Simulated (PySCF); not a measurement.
# C₈H₄F₂: magnetic properties

What do calculations give for the magnetic properties of C₈H₄F₂ (`C#Cc1cc(F)cc(F)c1`)?

Computed with PySCF 2.14.0 and routines of our own; the level stands in each step. Atoms count from 0.

### 1 The starting structure

14 atoms, charge 0, multiplicity 1; geometry from: GFN2-xTB.

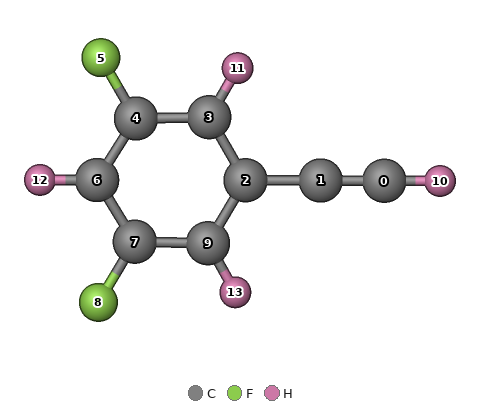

The starting geometry (carbon grey, fluorine green, hydrogen pink).

### 2 Magnetic properties: GIAO BHandHLYP/pcSseg-1

Job settings and geometry (Å):

```
{"job": {"kind": "mag", "xc": "BHandHLYP", "basis": "pcSseg-1", "isotopologues": 0}, "charge": 0, "multiplicity": 1}
C      3.289252    -0.663440    -0.011654
C      2.113083    -0.424385    -0.008937
C      0.725428    -0.144776    -0.005091
C      0.278293     1.165010    -0.177156
C     -1.080569     1.410491    -0.168192
F     -1.514083     2.673108    -0.335523
C     -2.016578     0.405473     0.006333
C     -1.539658    -0.883416     0.173566
F     -2.425558    -1.881348     0.344223
C     -0.191292    -1.180772     0.171928
H      4.317419    -0.872023    -0.013543
H      0.975790     1.975748    -0.315306
H     -3.072680     0.617704     0.011191
H      0.140475    -2.197848     0.305994
```

With the program's defaults for keys left out, this is: GIAO BHandHLYP/pcSseg-1 magnetisability, rotational g tensor and spin-rotation constants, non-relativistic, gas phase.

Run with:

```
$ OMP_NUM_THREADS=1 python excited_run.py task.json out
```

This one command runs all jobs of the session in turn.

Output:

```text
coarse grid: 13344 points
cycle   1  E = -506.3954235909  dE =  2.266e+00  |g| = 6.825e-01  |ddm| = 3.933e+00
cycle   2  E = -506.4092020423  dE = -1.378e-02  |g| = 7.067e-01  |ddm| = 1.216e+00
cycle   3  E = -506.4893753260  dE = -8.017e-02  |g| = 8.151e-02  |ddm| = 6.352e-01
cycle   4  E = -506.4904560496  dE = -1.081e-03  |g| = 3.614e-02  |ddm| = 9.184e-02
cycle   5  E = -506.4907343598  dE = -2.783e-04  |g| = 1.073e-02  |ddm| = 3.871e-02
cycle   6  E = -506.4907567381  dE = -2.238e-05  |g| = 4.401e-03  |ddm| = 1.126e-02
cycle   7  E = -506.4907613503  dE = -4.612e-06  |g| = 8.932e-04  |ddm| = 3.760e-03
final grid: 134360 points
cycle   8  E = -506.5487731101  dE = -1.878e-05  |g| = 3.731e-03  |ddm| = 2.813e-02
cycle   9  E = -506.5487726661  dE =  4.440e-07  |g| = 4.272e-03  |ddm| = 7.346e-03
cycle  10  E = -506.5487757329  dE = -3.067e-06  |g| = 3.558e-04  |ddm| = 3.582e-03
cycle  11  E = -506.5487757501  dE = -1.722e-08  |g| = 2.354e-04  |ddm| = 4.967e-04
cycle  12  E = -506.5487757631  dE = -1.303e-08  |g| = 8.075e-05  |ddm| = 2.605e-04
cycle  13  E = -506.5487757646  dE = -1.460e-09  |g| = 1.123e-05  |ddm| = 7.328e-05
cycle  14  E = -506.5487757646  dE = -2.728e-11  |g| = 4.574e-06  |ddm| = 1.307e-05
converged SCF energy = -506.5487757646

Magnetisability tensor (1e-30 J/T^2)
    -1094.10        3.04      -26.55
        3.04    -1077.41     -115.99
      -26.55     -115.99    -1874.23
isotropic -1348.58   principal values   -1891.61  -1094.61  -1059.52
isotropic susceptibility -81.213 1e-6 cm^3/mol

Inertial axes            a          b          c
rot. const./GHz      1.7593     1.1156     0.6827
chi total           -65.919    -63.806   -113.916
chi diamagnetic    -709.805  -1111.899  -1718.176
chi paramagnetic    643.886   1048.093   1604.260
quadrupole/D A       11.458     -6.408     -5.050
g nuclear            0.5004     0.5336     0.5207
g electronic        -0.5322    -0.5493    -0.5145
g total             -0.0318    -0.0157     0.0062

Spin-rotation constants (kHz, H = +C I.J)
atom  isotope        aa         bb         cc
  5    19F        2.224      1.177      0.370
  8    19F        2.225      1.176      0.369
 10     1H        0.062     -0.131     -0.079
 11     1H       -0.092      0.065     -0.074
 12     1H        0.188     -0.120     -0.074
 13     1H       -0.091      0.064     -0.074
  0    13C*       0.200      0.344      0.221
  1    13C*      -0.053      0.411      0.262
  2    13C*       0.880      0.386      0.072
  3    13C*       0.653      0.464      0.087
  4    13C*       0.715      0.554      0.159
  6    13C*       0.701      0.373      0.088
* in the singly substituted isotopologue
```

It took 53 s on 1 thread of Intel Xeon Platinum 8259CL at 2.50GHz, shared host; peak memory 0.83 GiB.

In short:

```
              quantity                     value
       magnetisability          -1349·10⁻³⁰ J/T²
  molar susceptibility        -81.2·10⁻⁶ cm³/mol
rotational g (a, b, c)  -0.0318, -0.0157, 0.0062
```

### 3 Magnetic properties: GIAO wB97X/pcseg-1

The job, as its differences from that of step 2:

```diff
@@ -1,2 +1,2 @@
-{"job": {"kind": "mag", "xc": "BHandHLYP", "basis": "pcSseg-1", "isotopologues": 0}, "charge": 0, "multiplicity": 1}
+{"job": {"kind": "mag", "xc": "wB97X", "basis": "pcseg-1"}, "charge": 0, "multiplicity": 1}
 C      3.289252    -0.663440    -0.011654
```

Method: GIAO wB97X/pcseg-1 magnetisability, rotational g tensor and spin-rotation constants, non-relativistic, gas phase.

Output:

```text
coarse grid: 13344 points
cycle   1  E = -506.4491834482  dE =  2.419e+00  |g| = 6.648e-01  |ddm| = 4.571e+00
cycle   2  E = -506.4765909250  dE = -2.741e-02  |g| = 6.521e-01  |ddm| = 1.236e+00
cycle   3  E = -506.5477673661  dE = -7.118e-02  |g| = 8.401e-02  |ddm| = 6.167e-01
cycle   4  E = -506.5490464254  dE = -1.279e-03  |g| = 3.054e-02  |ddm| = 1.231e-01
cycle   5  E = -506.5492669157  dE = -2.205e-04  |g| = 8.975e-03  |ddm| = 4.898e-02
cycle   6  E = -506.5492849675  dE = -1.805e-05  |g| = 3.520e-03  |ddm| = 1.355e-02
cycle   7  E = -506.5492883125  dE = -3.345e-06  |g| = 9.831e-04  |ddm| = 4.009e-03
final grid: 134360 points
cycle   8  E = -506.6312185213  dE = -8.976e-05  |g| = 6.770e-03  |ddm| = 9.804e-02
cycle   9  E = -506.6312191202  dE = -5.989e-07  |g| = 7.124e-03  |ddm| = 1.754e-02
cycle  10  E = -506.6312269395  dE = -7.819e-06  |g| = 4.430e-04  |ddm| = 5.953e-03
cycle  11  E = -506.6312270071  dE = -6.755e-08  |g| = 2.665e-04  |ddm| = 1.098e-03
cycle  12  E = -506.6312270252  dE = -1.815e-08  |g| = 5.416e-05  |ddm| = 2.831e-04
cycle  13  E = -506.6312270276  dE = -2.386e-09  |g| = 3.616e-05  |ddm| = 1.473e-04
cycle  14  E = -506.6312270284  dE = -7.614e-10  |g| = 1.730e-05  |ddm| = 8.897e-05
converged SCF energy = -506.6312270284

Magnetisability tensor (1e-30 J/T^2)
    -1091.18        4.23      -26.04
        4.23    -1068.91     -113.79
      -26.04     -113.79    -1850.35
isotropic -1336.81   principal values   -1867.40  -1091.93  -1051.10
isotropic susceptibility -80.505 1e-6 cm^3/mol

Inertial axes            a          b          c
rot. const./GHz      1.7593     1.1156     0.6827
chi total           -65.758    -63.299   -112.457
chi diamagnetic    -709.784  -1112.081  -1717.736
chi paramagnetic    644.026   1048.783   1605.279
quadrupole/D A       11.580     -5.941     -5.639
g nuclear            0.5004     0.5336     0.5207
g electronic        -0.5323    -0.5497    -0.5149
g total             -0.0319    -0.0161     0.0059

Spin-rotation constants (kHz, H = +C I.J)
atom  isotope        aa         bb         cc
  5    19F        2.221      1.183      0.350
  8    19F        2.222      1.182      0.349
 10     1H        0.058     -0.132     -0.079
 11     1H       -0.093      0.065     -0.075
 12     1H        0.187     -0.121     -0.076
 13     1H       -0.092      0.064     -0.075
  0    13C*       0.180      0.305      0.196
  1    13C*      -0.045      0.368      0.236
  2    13C*       0.840      0.371      0.065
  3    13C*       0.608      0.432      0.075
  4    13C*       0.685      0.522      0.151
  6    13C*       0.647      0.350      0.076
* in the singly substituted isotopologue
```

Wall time 55 s (1 thread of Intel Xeon Platinum 8259CL at 2.50GHz, shared host); peak memory 0.83 GiB.

From this job:

```
              quantity                     value
       magnetisability          -1337·10⁻³⁰ J/T²
  molar susceptibility        -80.5·10⁻⁶ cm³/mol
rotational g (a, b, c)  -0.0319, -0.0161, 0.0059
```

### 4 The levels compared

| level | ξ (10⁻³⁰ J/T²) | g(a) | g(b) | gap (eV) | functions | time |
| --- | --- | --- | --- | --- | --- | --- |
| GIAO BHandHLYP/pcSseg-1 | -1349 | -0.0318 | -0.0157 | 7.69 | 190 | 53 s |
| GIAO wB97X/pcseg-1 | -1337 | -0.0319 | -0.0161 | 9.99 | 160 | 55 s |

### 5 What came out

| quantity | value |
| --- | --- |
| magnetisability (step 2, GIAO BHandHLYP/pcSseg-1) | -1349·10⁻³⁰ J/T² |
| molar susceptibility (step 2, GIAO BHandHLYP/pcSseg-1) | -81.2·10⁻⁶ cm³/mol |
| rotational g (a, b, c) (step 2, GIAO BHandHLYP/pcSseg-1) | -0.0318, -0.0157, 0.0062 |
| magnetisability over the levels | -1349 to -1337·10⁻³⁰ J/T² |

**Reading.** The magnetisability spreads by 0.9 % over 2 levels of like cost. Two levels can agree by chance, so this spread shows no convergence. Vibrational averaging and real surroundings are missing from these values.
